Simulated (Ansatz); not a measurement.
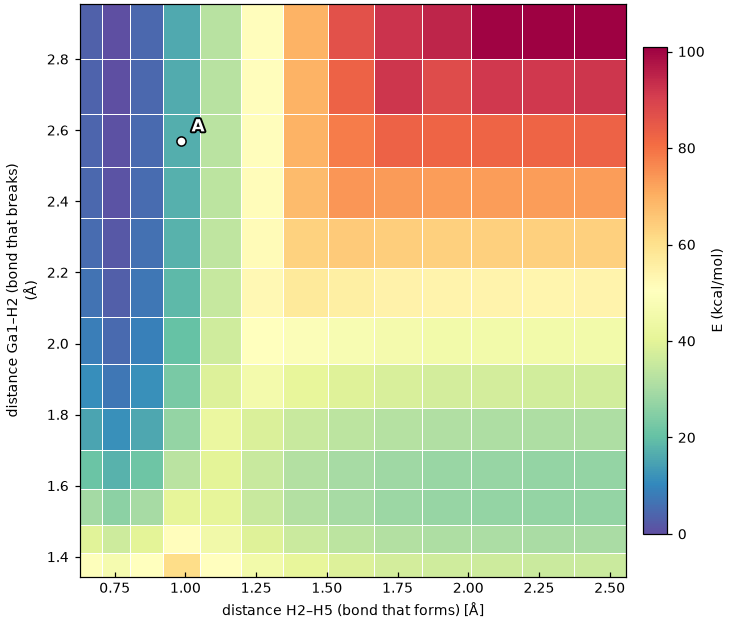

The reacting system BrGaH₄ (fragments GaH₃ + BrH where the first distance is long, BrGaH₂ + H₂ where the second is long). First axis: distance H2–H5 (bond that forms). Second axis: distance Ga1–H2 (bond that breaks). Relaxed at each point: all other coordinates. The grid has 13 × 13 points. Points are written as (first, second). All energies are given in kcal/mol relative to the lowest grid point. Energies and slopes of some neighbouring points disagree (a jump in structure or state, or too coarse a mesh). The reference is spin-restricted, so regions where a bond is pulled apart into radicals lie too high. The calculation used RHF/def2-SVP in Ansatz.

In the figure: one coloured cell a grid point, the point A.

Which way does the force act at A, and how strong is it?

A, at (0.984 Å, 2.571 Å), is not a stationary point. The computed force is 109 kcal/mol for each Å towards smaller values of the first coordinate and 2.3 kcal/mol for each Å towards larger values of the second coordinate.
